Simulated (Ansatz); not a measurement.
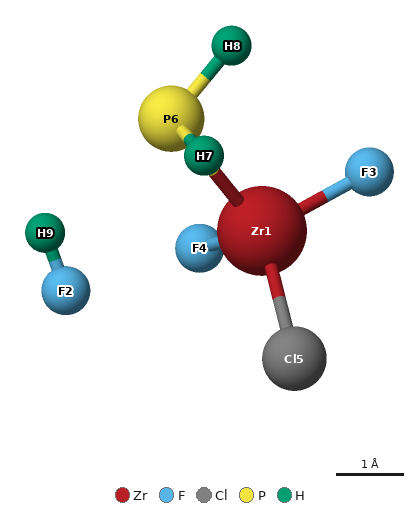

ZrPH$_{3}$ClF$_{3}$, before the relaxation. The picture is a ball-and-stick view, seen at a tilt.

The run prepares an end point of a later path (reaction) calculation, from a guessed geometry.

These are results of RKS B3LYP-D4/def2-SVP in Ansatz 0.2.0, not measurements.

Input file:
```yaml
crystal:
  periodic: [false, false, false]
  atoms:
    - { symbol: Zr, position_ang: [0.289461, -0.510526, -0.502808] }
    - { symbol: F, position_ang: [-0.961394, -0.655833, 2.4066] }
    - { symbol: F, position_ang: [1.363329, -0.495487, -2.060814] }
    - { symbol: F, position_ang: [0.372452, 1.23369, 0.237742] }
    - { symbol: Cl, position_ang: [-1.846703, -1.342563, -1.041525] }
    - { symbol: P, position_ang: [1.484353, -2.097407, 1.149125] }
    - { symbol: H, position_ang: [0.679819, -3.20583, 0.730741] }
    - { symbol: H, position_ang: [2.612924, -2.445011, 0.353543] }
    - { symbol: H, position_ang: [-0.164842, -0.914532, 2.807394] }
basis:
  gaussian: { orbitals: def2-SVP }
hamiltonian:
  xc: b3lyp
  dispersion: d4
relax:
  f_tol: 0.03
  max_steps: 50
```

Run as
```bash
ansatz run input.yaml --threads 4 --pin off --max-ram 5120MiB --backend cpu --events-out ev --progress --plain --runs-dir out
```

**What does the optimiser find from here?**

The atom that moves furthest after the best rigid fit is H8 (0.72 Å). Largest moves by element: H 0.72 Å, F 0.53 Å, Cl 0.44 Å, P 0.33 Å, Zr 0.31 Å. Near-neighbour distances that change, for instance: Zr1–F2 3.170 → 2.400 Å, Zr1–H9 3.366 → 2.690 Å, Zr1–P6 2.584 → 2.682 Å, F2–H9 0.928 → 0.961 Å. New bonds form, among them: Zr1–F2 (3.17 → 2.40 Å). Bond angles that change, for instance: Zr1–P6–H7 91.6° → 98.8°, F3–Zr1–P6 105.6° → 99.3°, F3–Zr1–Cl5 109.2° → 103.1°. Groups turn about Zr1–P6 by about 45°. Over 16 accepted moves (18 points after the start) the energy falls by 0.301 eV. Largest force component: 0.43 eV/Å at the start, 0.023 eV/Å at the end. The line search rejected the trial steps at points 9, 14 of the run.

Final geometry:

```xyz
9

Zr    0.0976   -0.4837   -0.2623
F    -0.7159   -0.4248    1.9950
F     1.0383   -0.7405   -1.8870
F     0.6051    1.2878    0.2036
Cl   -2.1199   -1.0662   -0.8292
P     1.2992   -2.3550    1.2367
H     1.1599   -3.4634    0.3560
H     2.6527   -2.0314    0.9405
H    -0.1875   -1.1563    2.3266
```

After the run, drawn alike:

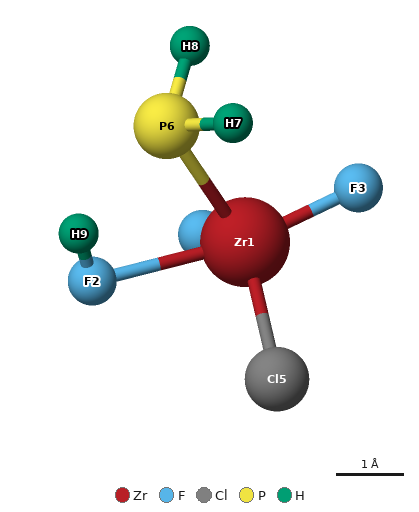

Limits of the set-up: the start holds two separate molecules, 2.6 Å apart at their closest, whose relative position is a soft coordinate.
